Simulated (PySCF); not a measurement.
# CH₇NOSi₂: runs on many settings, part 1 of 2

Which settings matter for CH₇NOSi₂ (`NC(=O)[SiH2][SiH3]`)?

The runs use PySCF 2.14.0, with density-fitted response routines of our own; the level of theory stands in each step. All values are computed, except where a source is named. Atoms are numbered from 0 throughout.

## (1) The molecule as given

12 atoms, charge 0, multiplicity 1; geometry from: GFN2-xTB.

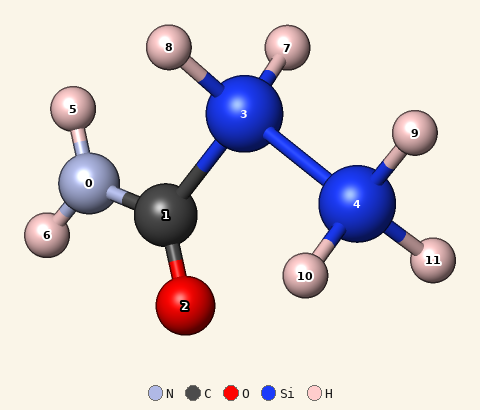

The starting geometry (nitrogen light blue, carbon dark grey, oxygen red, silicon blue, hydrogen pink), atoms numbered.

## (2) NMR shieldings: PBE0/pcSseg-1

What the job is given:

```
{"job": {"kind": "nmr", "xc": "PBE0", "basis": "pcSseg-1"}, "charge": 0, "multiplicity": 1}
N     -2.412224    -0.428513    -0.043876
C     -1.083696    -0.632486    -0.167507
O     -0.634064    -1.717836    -0.494617
Si     0.105029     0.836666     0.179737
Si     2.234991    -0.021461    -0.025707
H     -2.780770     0.466249     0.221868
H     -3.057229    -1.183419    -0.227677
H     -0.303438     1.893638    -0.762176
H     -0.305080     1.371975     1.490507
H      3.223878     1.001289     0.345713
H      2.465622    -1.165540     0.856261
H      2.548179    -0.421247    -1.398552
```

Method: GIAO PBE0/pcSseg-1 NMR shielding, non-relativistic, gas phase.

Launch:

```sh
OMP_NUM_THREADS=1 python probes_run.py task.json out
```

One launch serves the whole session: the jobs run in the order shown.

Output:

```text
coarse grid: 10824 points
cycle   1  E = -750.6355709587  dE =  4.643e-01  |g| = 8.017e-01  |ddm| = 3.049e+00
cycle   2  E = -749.9999610110  dE =  6.356e-01  |g| = 1.901e+00  |ddm| = 2.611e+00
cycle   3  E = -750.7611027386  dE = -7.611e-01  |g| = 1.617e-01  |ddm| = 2.147e+00
cycle   4  E = -750.7645660874  dE = -3.463e-03  |g| = 1.057e-01  |ddm| = 1.785e-01
cycle   5  E = -750.7667672926  dE = -2.201e-03  |g| = 1.340e-02  |ddm| = 6.720e-02
cycle   6  E = -750.7668049554  dE = -3.766e-05  |g| = 5.124e-03  |ddm| = 1.531e-02
cycle   7  E = -750.7668111413  dE = -6.186e-06  |g| = 1.317e-03  |ddm| = 6.158e-03
final grid: 94864 points
cycle   8  E = -750.8019793042  dE =  2.912e-06  |g| = 1.251e-02  |ddm| = 1.580e-02
cycle   9  E = -750.8018793225  dE =  9.998e-05  |g| = 2.615e-02  |ddm| = 2.475e-02
cycle  10  E = -750.8020078932  dE = -1.286e-04  |g| = 1.355e-03  |ddm| = 1.828e-02
cycle  11  E = -750.8020083025  dE = -4.093e-07  |g| = 1.841e-04  |ddm| = 1.523e-03
cycle  12  E = -750.8020083095  dE = -6.948e-09  |g| = 5.970e-05  |ddm| = 2.080e-04
cycle  13  E = -750.8020083102  dE = -6.953e-10  |g| = 2.429e-05  |ddm| = 6.974e-05
converged SCF energy = -750.8020083102

GIAO shielding tensors (ppm)
atom      isotropic    diamagn.    paramagn.     s11        s22        s33       span
  0 N      135.043     322.514    -187.472     14.825    149.203    241.099    226.274
  1 C        3.937     252.096    -248.159    -82.899     -5.464    100.174    183.073
  2 O     -182.608     401.634    -584.242   -608.987   -232.973    294.136    903.124
  3 Si     434.841     881.817    -446.976    363.248    442.096    499.179    135.930
  4 Si     467.600     879.622    -412.022    459.525    470.256    473.019     13.494
  5 H       26.458      32.069      -5.610     22.364     25.395     31.616      9.252
  6 H       26.379      30.054      -3.675     20.935     23.608     34.593     13.658
  7 H       27.335      29.911      -2.576     23.977     26.349     31.679      7.703
  8 H       27.377      30.060      -2.683     23.822     26.506     31.803      7.981
  9 H       28.414      28.346       0.067     25.122     26.017     34.103      8.982
 10 H       28.068      28.838      -0.769     24.811     25.928     33.466      8.654
 11 H       28.089      28.757      -0.667     24.900     25.810     33.558      8.658
```

It took 17 s on 1 thread of Intel Xeon Platinum 8259CL at 2.50GHz, shared host; peak memory 0.64 GiB.

Shifts follow as δ = σ(reference) − σ, with reference shieldings (ppm) from runs at the same level and on the same kind of geometry: 1H TMS 31.72, 13C TMS 186.9, 29Si TMS 349.2, 15N NH3 267.7, 17O H2O 336.1. The references are single molecules in the gas phase, so shifts against H2O, NH3, PH3, H3PO4 or CFCl3 are not on the usual liquid scales and can be off by tens of ppm. Atoms listed in one row are averaged.

```
       atoms                            environment  σ (ppm)  δ (ppm)  δ scaled to CDCl3
          C1                        carbonyl carbon      3.9    183.0              176.7
      H5, H6     hydrogen on an amide-type nitrogen    26.42     5.30                  –
      H7, H8  hydrogen on a silicon bonded to C, Si    27.36     4.36                  –
H9, H10, H11     hydrogen on a silicon bonded to Si    28.19     3.53                  –
          N0                    amide-type nitrogen    135.0    132.7                  –
          O2             amide-type carbonyl oxygen   -182.6    518.7                  –
         Si3           silicon bonded to C, Si, 2 H    434.8    -85.7                  –
         Si4              silicon bonded to Si, 3 H    467.6   -118.4                  –
```

The scaled column applies a straight-line fit of computed shieldings to shifts measured in CDCl3 (root-mean-square error 0.16 ppm for H, 1.9 ppm for C).

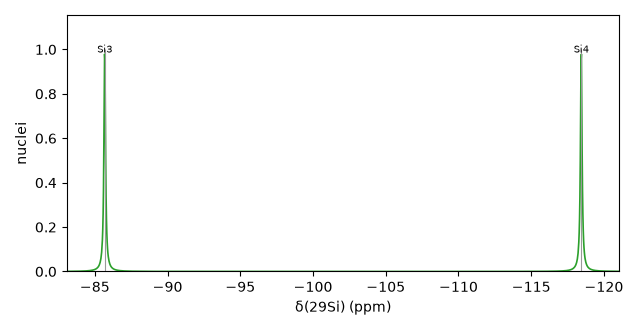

29Si lines at the computed shifts, without couplings. Lines are broadened to a width of 0.13 ppm (Lorentzian).

The run also stored atomic charges by several schemes (e):

```
atoms  Mulliken    IAO  Hirshfeld  ESP fit
   N0     -0.37  -0.49      -0.17    -0.93
   C1      0.18   0.21       0.08     0.58
   O2     -0.43  -0.49      -0.29    -0.52
  Si3      0.27   0.37       0.23     0.19
  Si4      0.21   0.31       0.23     0.20
```

Mulliken charges:

```
atom  value (e)
  N0      -0.37
  C1       0.18
  O2      -0.43
 Si3       0.27
 Si4       0.21
  H5       0.20
  H6       0.19
  H7      -0.04
  H8      -0.05
  H9      -0.07
 H10      -0.04
 H11      -0.05
```

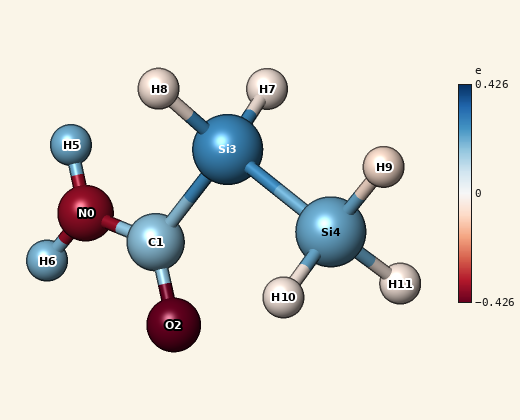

Mulliken charges, as colours on the atoms.

Mayer bond orders: N0–C1 1.20, C1–O2 1.85, C1–Si3 0.82, Si3–Si4 0.93.

## (3) TDDFT and polarisability: PBE0/def2-SVPD

The job, as its differences from that of step 2:

```diff
@@ -1,2 +1,2 @@
-{"job": {"kind": "nmr", "xc": "PBE0", "basis": "pcSseg-1"}, "charge": 0, "multiplicity": 1}
+{"job": {"kind": "uv", "xc": "PBE0", "basis": "def2-SVPD", "nstates": 6, "ntriplets": 2}, "charge": 0, "multiplicity": 1}
 N     -2.412224    -0.428513    -0.043876
```

Level: TDDFT PBE0/def2-SVPD, vertical, gas phase, core orbitals frozen in the response.

Output:

```text
coarse grid: 10824 points
cycle   1  E = -750.3265525999  dE =  4.298e-01  |g| = 7.648e-01  |ddm| = 4.113e+00
cycle   2  E = -749.6862968214  dE =  6.403e-01  |g| = 1.880e+00  |ddm| = 2.799e+00
cycle   3  E = -750.4489684519  dE = -7.627e-01  |g| = 1.366e-01  |ddm| = 2.360e+00
cycle   4  E = -750.4510446866  dE = -2.076e-03  |g| = 1.016e-01  |ddm| = 2.205e-01
cycle   5  E = -750.4532128366  dE = -2.168e-03  |g| = 1.121e-02  |ddm| = 9.708e-02
cycle   6  E = -750.4532429697  dE = -3.013e-05  |g| = 3.865e-03  |ddm| = 2.110e-02
cycle   7  E = -750.4532466305  dE = -3.661e-06  |g| = 1.240e-03  |ddm| = 6.686e-03
final grid: 94864 points
cycle   8  E = -750.5486815384  dE =  1.083e-06  |g| = 1.138e-02  |ddm| = 5.797e-02
cycle   9  E = -750.5485943063  dE =  8.723e-05  |g| = 2.388e-02  |ddm| = 2.764e-02
cycle  10  E = -750.5487066994  dE = -1.124e-04  |g| = 1.372e-03  |ddm| = 1.975e-02
cycle  11  E = -750.5487071678  dE = -4.685e-07  |g| = 1.042e-04  |ddm| = 1.738e-03
cycle  12  E = -750.5487071706  dE = -2.773e-09  |g| = 6.033e-05  |ddm| = 2.638e-04
cycle  13  E = -750.5487071715  dE = -9.140e-10  |g| = 2.046e-05  |ddm| = 9.417e-05
converged SCF energy = -750.5487071715

Static polarisability (au): isotropic 82.652, principal 64.681 82.110 101.166

Singlet excitations
state   eV       nm        f      main configurations
  1   4.7366    261.8   0.00158   H->L 0.91
  2   5.7679    215.0   0.00864   H->L+1 0.97
  3   6.2501    198.4   0.00058   H->L+3 0.77, H->L+2 0.12, H->L 0.08
  4   6.4347    192.7   0.06095   H->L+2 0.58, H->L+4 0.19, H-1->L 0.13
  5   6.5967    187.9   0.02578   H->L+4 0.62, H->L+2 0.23
  6   6.7464    183.8   0.00371   H-1->L+1 0.90

Triplet excitations (Tamm-Dancoff, eV): 4.0994 5.0321
```

Run time: 19 s. Hardware: 1 thread of Intel Xeon Platinum 8259CL at 2.50GHz, shared host; peak memory 0.71 GiB.

Frontier orbitals and where they lie:

```
orbital     eV                         atoms
 HOMO−3  -9.58  Si3 22 %, Si4 22 %, H11 15 %
 HOMO−2  -8.83    Si4 34 %, Si3 32 %, H9 7 %
 HOMO−1  -8.13     N0 47 %, O2 34 %, C1 11 %
   HOMO  -7.13    O2 60 %, C1 15 %, Si3 12 %
   LUMO  -0.48    C1 24 %, Si3 22 %, O2 19 %
 LUMO+1  -0.22   Si3 31 %, Si4 20 %, H7 10 %
 LUMO+2   0.39    Si3 26 %, Si4 20 %, H5 8 %
```

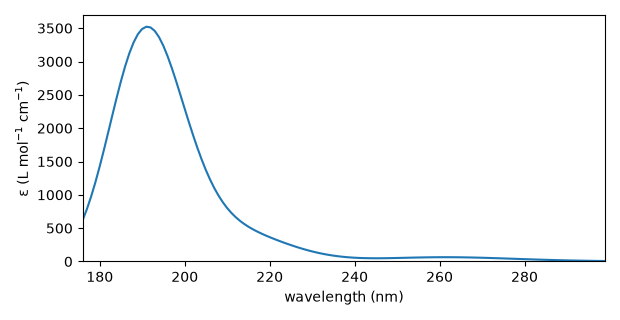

Absorption spectrum: each of the 6 states is a Gaussian band of 0.4 eV half-width at 1/e. Beyond the last state computed it falls off for lack of states.

Ground-state properties from the same run:

```
           property  computed
  dipole moment (D)      3.28
polarisability (Å³)     12.25
 HOMO–LUMO gap (eV)      6.65
      −ε(HOMO) (eV)      7.13
```

## (4) TDDFT and polarisability: PBE0/6-31G

The job, as its differences from that of step 3:

```diff
@@ -1,2 +1,2 @@
-{"job": {"kind": "uv", "xc": "PBE0", "basis": "def2-SVPD", "nstates": 6, "ntriplets": 2}, "charge": 0, "multiplicity": 1}
+{"job": {"kind": "uv", "xc": "PBE0", "basis": "6-31G", "nstates": 25, "ntriplets": 0, "tda": false, "scf": {"conv": 1e-06}}, "charge": 0, "multiplicity": 1}
 N     -2.412224    -0.428513    -0.043876
```

Method: TDDFT PBE0/6-31G, vertical, gas phase, core orbitals frozen in the response.

Output:

```text
final grid: 94864 points
cycle   1  E = -750.5376087536  dE =  5.894e-01  |g| = 8.112e-01  |ddm| = 3.247e+00
cycle   2  E = -749.7382089320  dE =  7.994e-01  |g| = 2.063e+00  |ddm| = 3.984e+00
cycle   3  E = -750.6807880673  dE = -9.426e-01  |g| = 1.455e-01  |ddm| = 3.268e+00
cycle   4  E = -750.6832570259  dE = -2.469e-03  |g| = 1.099e-01  |ddm| = 2.408e-01
cycle   5  E = -750.6858235712  dE = -2.567e-03  |g| = 1.282e-02  |ddm| = 9.008e-02
cycle   6  E = -750.6858627055  dE = -3.913e-05  |g| = 4.832e-03  |ddm| = 2.020e-02
cycle   7  E = -750.6858686570  dE = -5.952e-06  |g| = 1.045e-03  |ddm| = 8.960e-03
cycle   8  E = -750.6858689030  dE = -2.460e-07  |g| = 2.524e-04  |ddm| = 1.752e-03
converged SCF energy = -750.6858689030

Static polarisability (au): isotropic 66.280, principal 47.666 65.639 85.534

Singlet excitations
state   eV       nm        f      main configurations
  1   4.9397    251.0   0.00397   H->L 0.91
  2   5.9856    207.1   0.01767   H->L+1 0.96
  3   6.8036    182.2   0.07366   H->L+2 0.93
  4   6.8647    180.6   0.00200   H-1->L+1 0.93
  5   6.9415    178.6   0.00111   H->L+3 0.91
  6   7.2304    171.5   0.05038   H-1->L 0.79
  7   7.7262    160.5   0.00040   H-1->L+2 0.90
  8   7.7877    159.2   0.01727   H-2->L 0.87
  9   8.0992    153.1   0.07858   H-2->L+1 0.62, H-1->L+3 0.11, H->L+4 0.09
 10   8.1721    151.7   0.03653   H->L+4 0.39, H-1->L+3 0.38, H-2->L+1 0.16
 11   8.4589    146.6   0.07340   H->L+5 0.40, H->L+4 0.31, H-1->L+3 0.24
 12   8.5480    145.0   0.01535   H-3->L+1 0.78, H-4->L 0.10
 13   8.6739    142.9   0.00799   H-3->L 0.35, H->L+5 0.28, H-1->L+3 0.12
 14   8.7340    142.0   0.04764   H-4->L+1 0.37, H-4->L 0.29, H-2->L+2 0.20
 15   8.7936    141.0   0.03852   H-4->L 0.42, H-4->L+1 0.25, H-3->L+1 0.09
 16   8.8778    139.7   0.00578   H-1->L+4 0.90
 17   8.9573    138.4   0.01038   H-2->L+3 0.70, H-3->L+2 0.15
 18   9.0066    137.7   0.11102   H-3->L 0.32, H->L+5 0.18, H-5->L 0.09
 19   9.2008    134.8   0.09153   H-5->L+1 0.49, H-5->L 0.11, H-6->L 0.09
 20   9.2457    134.1   0.32521   H->L+6 0.23, H-5->L+1 0.19, H-2->L+2 0.18
 21   9.3019    133.3   0.28036   H->L+6 0.33, H-2->L+2 0.24, H-4->L+1 0.10
 22   9.3563    132.5   0.01053   H-6->L 0.54, H-5->L+1 0.16
 23   9.4015    131.9   0.05084   H->L+7 0.62, H-5->L 0.22
 24   9.5699    129.6   0.04192   H-5->L 0.27, H->L+6 0.23, H->L+7 0.21
 25   9.5761    129.5   0.00499   H-3->L+2 0.47, H-1->L+5 0.23, H-4->L+3 0.08
```

Run time: 9.1 s. Hardware: 1 thread of Intel Xeon Platinum 8259CL at 2.50GHz, shared host; peak memory 0.45 GiB.

Key values: HOMO -6.82 eV, LUMO 0.14 eV; lowest singlet 4.94 eV.

(Continued in part 2 of 2.)
